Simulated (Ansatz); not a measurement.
# SnH₅O₂ radical (built from SMILES [O]O.[SnH4]): search for a transition state, part 2 of 2

Ansatz 0.2.0, Gaussian basis; PBE0-D4. Earlier steps stand in the parts before.

### Step 6. Checking the order of the point

File vib/in.yaml:

```yaml
crystal:
  periodic: [false, false, false]
  atoms:
    - {symbol: H, position_ang: [-0.395245, -0.154947, -0.429486]}
    - {symbol: Sn, position_ang: [1.391767, 0.019985, -0.147543]}
    - {symbol: O, position_ang: [-1.785784, -0.272595, -0.626578]}
    - {symbol: O, position_ang: [-2.394407, -0.372366, 0.575531]}
    - {symbol: H, position_ang: [1.641197, 1.175293, 1.087473]}
    - {symbol: H, position_ang: [2.043225, -1.481729, 0.333183]}
    - {symbol: H, position_ang: [2.151295, 0.548622, -1.581785]}
    - {symbol: H, position_ang: [-2.652050, 0.537636, 0.789305]}
basis:
  gaussian: {orbitals: def2-TZVP}
magnetization: {spin_polarized: true, initial_magnetization: 1}
hamiltonian: {xc: pbe0, dispersion: d4}
phonons: {temperatures: {t_min: 298.15, t_max: 900, t_step: 200}}
```

Command:

```console
$ ansatz run in.yaml --threads 4 --pin off --events-out ev --progress --plain --max-ram 9574MiB
```

The log of the run, cut to the lines that bear on the results:

```text
Functional definition: PBE0
  name "PBE0"
  cite "Adamo & Barone, J. Chem. Phys. 110, 6158 (1999) doi:10.1063/1.478522"
  cite "Perdew, Burke & Ernzerhof, Phys. Rev. Lett. 77, 3865 (1996) doi:10.1103/PhysRevLett.77.3865"
  parent pbe
[...]
983 factors; their error is unknown
[...]
mean field -9999.37481790 eV, -367.4702467380 hartree, gradient 2.2e-5 eV, S^2 0.758184; 2 other end points of the search recorded, 0 dependent functions left out
[...]
reference -9999.37485705 eV, -367.4702481767 hartree; 22, 21 occupied and 120, 121 virtual orbitals, 983 factors
[... from here to the last solve, the lines of the solves are left out (47 solves) ...]
983 factors; their error is unknown
mean field -9999.37478257 eV, -367.4702454400 hartree, gradient 2.8e-6 eV, S^2 0.758184; 0 other end points of the search recorded, 0 dependent functions left out
[...]
reference -9999.37482172 eV, -367.4702468784 hartree; 22, 21 occupied and 120, 121 virtual orbitals, 983 factors
[...]
WARN: phonons: modes at or below zero, which the zero-point energy, F, S and C_V leave out: 1, the lowest at -1071.68 cm⁻¹. A minimum has none, and a first-order saddle one
[...]
Total energy: -9999.45780737 eV, -367.4732965449 hartree
Atom 0 at    -0.395245    -0.154947    -0.429486 Å, force    -0.000402    -0.002810     0.000110 eV/Å
Atom 1 at     1.391767     0.019985    -0.147543 Å, force    -0.001029     0.002288     0.000850 eV/Å
Atom 2 at    -1.785784    -0.272595    -0.626578 Å, force     0.000391    -0.000685     0.003913 eV/Å
Atom 3 at    -2.394407    -0.372366     0.575531 Å, force     0.004873    -0.001978    -0.008929 eV/Å
Atom 4 at     1.641197     1.175293     1.087473 Å, force    -0.000377    -0.000825    -0.001087 eV/Å
Atom 5 at     2.043225    -1.481729     0.333183 Å, force     0.000340    -0.000761     0.000581 eV/Å
Atom 6 at     2.151295     0.548622    -1.581785 Å, force    -0.000509     0.000089    -0.000424 eV/Å
Atom 7 at    -2.652050     0.537636     0.789305 Å, force    -0.003286     0.004682     0.004986 eV/Å
Dipole moment:    -0.014254     0.322839     0.188141 e Å
Vibrations: -1071.68 30.28 92.59 167.06 312.30 426.93 445.70 669.17 683.64 716.90 731.41 956.69 1127.76 1431.57 1929.73 1943.83 1949.55 3717.81 cm⁻¹, zero-point energy 1.074504 eV
```

Wall time 75 s (4 threads of Arm Neoverse V1, shared host).

The modes, with what each moves most:

| mode | wavenumber (cm⁻¹) | character |
| --- | --- | --- |
| 1 | 1072i | changes H1–O3, H1–Sn2 |
| 2 | 30 | not assigned (largely outside the bonds, angles and torsions drawn) |
| 3 | 93 | not assigned (largely outside the bonds, angles and torsions drawn) |
| 4 | 167 | not assigned (largely outside the bonds, angles and torsions drawn) |
| 5 | 312 | bend |
| 6 | 427 | not assigned (largely outside the bonds, angles and torsions drawn) |
| 7 | 446 | not assigned (largely outside the bonds, angles and torsions drawn) |
| 8 | 669 | not assigned (largely outside the bonds, angles and torsions drawn) |
| 9 | 684 | bend |
| 10 | 717 | bend |
| 11 | 731 | bend |
| 12 | 957 | not assigned (largely outside the bonds, angles and torsions drawn) |
| 13 | 1128 | O–O stretch |
| 14 | 1432 | bend |
| 15 | 1930 | Sn–H stretch |
| 16 | 1944 | Sn–H stretch |
| 17 | 1950 | Sn–H stretch |
| 18 | 3718 | O–H stretch |

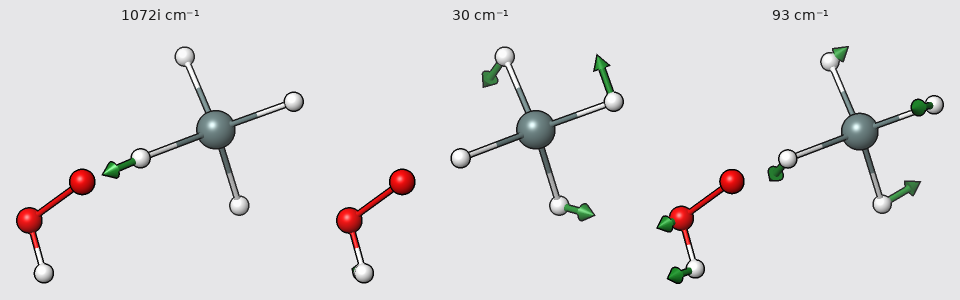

Displacements of 3 modes, as arrows.

Vibrational sums (real modes only):

| T (K) | entropy (J/mol/K) | heat capacity (J/mol/K) |
| --- | --- | --- |
| 298 | 68.3 | 60.2 |
| 498 | 105.4 | 84.5 |
| 698 | 136.6 | 100.0 |
| 898 | 163.1 | 110.2 |

Modes under 50 cm⁻¹ weigh heavily in the entropy, and the harmonic picture is poor for them.

### Step 7. Relaxing after a step of 0.30 Å one way along the mode

File downa/in.yaml:

```yaml
crystal:
  periodic: [false, false, false]
  atoms:
    - {symbol: H, position_ang: [-0.694745, -0.171738, -0.425289]}
    - {symbol: Sn, position_ang: [1.445342, 0.034040, -0.135613]}
    - {symbol: O, position_ang: [-1.587597, -0.256521, -0.649563]}
    - {symbol: O, position_ang: [-2.345821, -0.370235, 0.594274]}
    - {symbol: H, position_ang: [1.640424, 1.182061, 1.092612]}
    - {symbol: H, position_ang: [2.031239, -1.493885, 0.333522]}
    - {symbol: H, position_ang: [2.149399, 0.547207, -1.588596]}
    - {symbol: H, position_ang: [-2.638240, 0.528971, 0.778753]}
basis:
  gaussian: {orbitals: def2-TZVP}
magnetization: {spin_polarized: true, initial_magnetization: 1}
hamiltonian: {xc: pbe0, dispersion: d4}
relax: {f_tol: 0.005, max_steps: 200}
```

Command:

```console
$ ansatz run in.yaml --threads 4 --pin off --events-out ev --progress --plain --max-ram 9574MiB
```

The log of the run, cut to the lines that bear on the results:

```text
[... 5 set-up lines as earlier in the session ...]
[...]
983 factors; their error is unknown
[...]
mean field -9999.70465804 eV, -367.4823681399 hartree, gradient 5.3e-5 eV, S^2 0.752163; 0 other end points of the search recorded, 0 dependent functions left out
[...]
reference -9999.70469878 eV, -367.4823696370 hartree; 22, 21 occupied and 120, 121 virtual orbitals, 983 factors
relax step   1: F+E_penalty+E_count = -9999.79037462 eV  Δ(F+E_penalty+E_count) = +0.000e0 eV  max|allowed force component| = 4.895e0 eV/Å  Δτ_max = 0.0000 Å  (33 SCF iters, accepted)
[...]
reference -10000.15035362 eV, -367.4987471500 hartree; 22, 21 occupied and 120, 121 virtual orbitals, 983 factors
Total energy: -10000.24080846 eV, -367.5020713041 hartree
Atom 0 at    -1.459661    -0.159992    -1.176456 Å, force    -0.000583    -0.000466     0.001565 eV/Å
Atom 1 at     1.452040     0.117815    -0.244437 Å, force    -0.000944     0.000861    -0.000365 eV/Å
Atom 2 at    -2.209434    -0.356866    -0.594252 Å, force     0.001281    -0.000332     0.000016 eV/Å
Atom 3 at    -1.565094    -0.405704     0.675319 Å, force    -0.002045     0.002821    -0.001575 eV/Å
Atom 4 at     1.217776     1.324436     0.949340 Å, force     0.000054    -0.000175     0.000105 eV/Å
Atom 5 at     1.651215    -1.417620     0.478580 Å, force     0.000698     0.000136    -0.000195 eV/Å
Atom 6 at     2.834131     0.512447    -1.187553 Å, force     0.000235    -0.000772     0.000370 eV/Å
Atom 7 at    -1.920972     0.385384     1.099559 Å, force     0.001305    -0.002074     0.000080 eV/Å
Dipole moment:     0.071721     0.311729    -0.010427 e Å
```

It took 84 s on 4 threads of Arm Neoverse V1, shared host.

Along the way: (not every step is listed) (the energy doesn't fall at every step)

| step | energy from step 1 (eV) | largest force component (eV/Å) |
| --- | --- | --- |
| 1 | 0.0000 | 4.8945 |
| 2 | -0.3254 | 0.9110 |
| 3 | -0.3992 | 0.3554 |
| 4 | -0.4084 | 0.2402 |
| 5 | -0.3772 | 0.7876 |
| 6 | -0.4103 | 0.1278 |
| 7 | -0.4121 | 0.1987 |
| 8 | -0.4166 | 0.0527 |
| 9 | -0.4107 | 0.5744 |
| 11 | -0.4186 | 0.1578 |
| 13 | -0.4233 | 0.1749 |
| 15 | -0.4261 | 0.4154 |
| 17 | -0.4341 | 0.2135 |
| 19 | -0.4427 | 0.2348 |
| 21 | -0.4483 | 0.0515 |
| 23 | -0.4496 | 0.0658 |
| 25 | -0.4501 | 0.0562 |
| 27 | -0.4502 | 0.0341 |
| 29 | -0.4503 | 0.0205 |
| 30 | -0.4503 | 0.0141 |
| 31 | -0.4504 | 0.0140 |
| 32 | -0.4504 | 0.0110 |
| 33 | -0.4504 | 0.0055 |
| 34 | -0.4504 | 0.0028 |

Distances of close pairs at the start and the end, largest changes first:

| bond | before (Å) | after (Å) | change (Å) |
| --- | --- | --- | --- |
| H1–O3 | 0.924 | 0.969 | +0.045 |
| O3–O4 | 1.461 | 1.425 | -0.037 |
| Sn2–H7 | 1.694 | 1.719 | +0.025 |
| Sn2–H5 | 1.692 | 1.713 | +0.021 |
| Sn2–H6 | 1.702 | 1.709 | +0.006 |
| O4–H8 | 0.963 | 0.966 | +0.002 |

### Step 8. Relaxing after a step of 0.30 Å the other way along the mode

File downb/in.yaml:

```yaml
crystal:
  periodic: [false, false, false]
  atoms:
    - {symbol: H, position_ang: [-0.095745, -0.138156, -0.433682]}
    - {symbol: Sn, position_ang: [1.338193, 0.005931, -0.159474]}
    - {symbol: O, position_ang: [-1.983970, -0.288668, -0.603593]}
    - {symbol: O, position_ang: [-2.442992, -0.374498, 0.556788]}
    - {symbol: H, position_ang: [1.641971, 1.168525, 1.082333]}
    - {symbol: H, position_ang: [2.055211, -1.469573, 0.332844]}
    - {symbol: H, position_ang: [2.153192, 0.550038, -1.574975]}
    - {symbol: H, position_ang: [-2.665860, 0.546302, 0.799857]}
basis:
  gaussian: {orbitals: def2-TZVP}
magnetization: {spin_polarized: true, initial_magnetization: 1}
hamiltonian: {xc: pbe0, dispersion: d4}
relax: {f_tol: 0.005, max_steps: 200}
```

Command:

```console
$ ansatz run in.yaml --threads 4 --pin off --events-out ev --progress --plain --max-ram 9574MiB
```

The log of the run, cut to the lines that bear on the results:

```text
[... 5 set-up lines as earlier in the session ...]
[...]
983 factors; their error is unknown
[...]
mean field -9998.85904094 eV, -367.4512922846 hartree, gradient 2.4e-5 eV, S^2 0.754036; 2 other end points of the search recorded, 0 dependent functions left out
[...]
reference -9998.85907953 eV, -367.4512937027 hartree; 22, 21 occupied and 120, 121 virtual orbitals, 983 factors
relax step   1: F+E_penalty+E_count = -9998.94219380 eV  Δ(F+E_penalty+E_count) = +0.000e0 eV  max|allowed force component| = 5.668e0 eV/Å  Δτ_max = 0.0000 Å  (46 SCF iters, accepted)
[...]
reference -9999.83586871 eV, -367.4871900429 hartree; 22, 21 occupied and 120, 121 virtual orbitals, 983 factors
Total energy: -9999.92958677 eV, -367.4906341181 hartree
Atom 0 at    -0.233868     0.953439     0.672296 Å, force    -0.002746    -0.003709    -0.003614 eV/Å
Atom 1 at     1.158566     0.111333     0.091973 Å, force     0.004642     0.002552     0.000092 eV/Å
Atom 2 at    -1.594249    -1.021445    -0.740618 Å, force    -0.000729    -0.000928     0.001846 eV/Å
Atom 3 at    -2.394121    -0.178817    -0.151959 Å, force     0.003708     0.003443    -0.001020 eV/Å
Atom 4 at     2.482776     0.989091     0.720898 Å, force     0.001348     0.000444     0.000873 eV/Å
Atom 5 at     1.177376    -1.470486     0.707810 Å, force    -0.002708     0.000166    -0.000637 eV/Å
Atom 6 at     1.198174     0.155369    -1.604539 Å, force    -0.001391     0.000068     0.000585 eV/Å
Atom 7 at    -1.794654     0.461417     0.304237 Å, force    -0.002123    -0.002037     0.001876 eV/Å
Dipole moment:     0.174300     0.255537     0.181935 e Å
```

It took 2.4 min on 4 threads of Arm Neoverse V1, shared host.

Along the way: (not every step is listed) (the energy doesn't fall at every step)

| step | energy from step 1 (eV) | largest force component (eV/Å) |
| --- | --- | --- |
| 1 | 0.0000 | 5.6679 |
| 2 | -0.7184 | 0.7793 |
| 3 | -0.7837 | 0.3962 |
| 4 | -0.8059 | 0.3465 |
| 5 | -0.8094 | 0.4141 |
| 6 | -0.8134 | 0.0452 |
| 7 | -0.8136 | 0.1524 |
| 8 | -0.8139 | 0.1095 |
| 9 | -0.8143 | 0.1111 |
| 13 | -0.8145 | 0.2535 |
| 17 | -0.8175 | 0.4963 |
| 21 | -0.8244 | 0.5091 |
| 25 | -0.8365 | 0.7820 |
| 29 | -0.8692 | 0.1777 |
| 33 | -0.8975 | 0.0741 |
| 37 | -0.9095 | 0.1929 |
| 41 | -0.9330 | 0.5426 |
| 45 | -0.9806 | 0.1187 |
| 49 | -0.9861 | 0.1538 |
| 50 | -0.9873 | 0.0084 |
| 51 | -0.9627 | 1.0102 |
| 52 | -0.9874 | 0.0013 |
| 53 | -0.9874 | 0.0028 |
| 54 | -0.9874 | 0.0046 |

Close pairs (by a distance rule), those that changed most:

| bond | before (Å) | after (Å) | change (Å) |
| --- | --- | --- | --- |
| H1–Sn2 | 1.467 | 1.728 | +0.261 |
| O3–O4 | 1.251 | 1.302 | +0.052 |
| Sn2–H7 | 1.722 | 1.698 | -0.024 |
| Sn2–H5 | 1.728 | 1.709 | -0.019 |
| Sn2–H6 | 1.713 | 1.698 | -0.015 |
| O4–H8 | 0.978 | 0.989 | +0.011 |

### Step 9. What the saddle joins

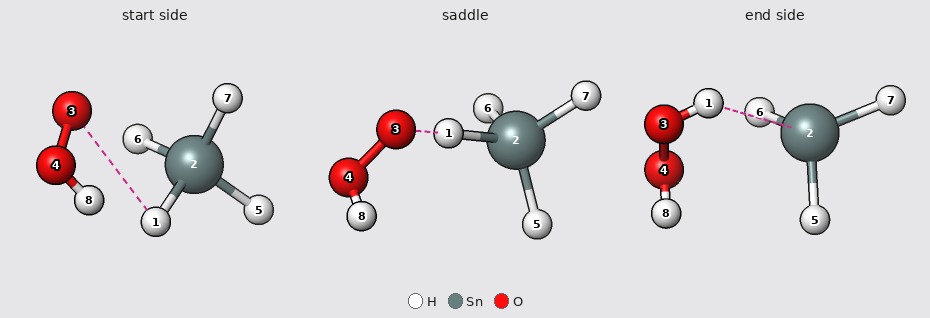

The minimum on the start side, the saddle and the minimum on the end side; broken lines join the pairs that change, where they aren't drawn as bonds.

| pair | start side (Å) | saddle (Å) | end side (Å) |
| --- | --- | --- | --- |
| H1–O3 | 2.783 | 1.409 | 0.969 |
| H1–Sn2 | 1.728 | 1.818 | 3.070 |

### Step 10. Results

The summary covers parts 1 to 2.

```
                       quantity                        value
                 imaginary mode                   1072i cm⁻¹
    barrier from the start side                10.9 kcal/mol
      barrier from the end side                18.1 kcal/mol
             energy of the step                -7.2 kcal/mol
              pairs that change  H1–O3 formed, H1–Sn2 broken
zero-point energy at the saddle                     1.075 eV
```

What this shows: The point has a single imaginary mode (1072i cm⁻¹), as a transition state must. The two relaxations end on the structures that were planned. At PBE0-D4/def2-TZVP the electronic barrier is 10.9 kcal/mol, about 18 kT at 298 K, and the step runs 7.2 kcal/mol downhill. With so stiff a mode tunnelling counts: Wigner's rough correction is a factor of 2.1 at 298 K. A step off the saddle overshot and began above it in energy, so the link to its end is likely but not proven. Lower complexes than these ends may exist.
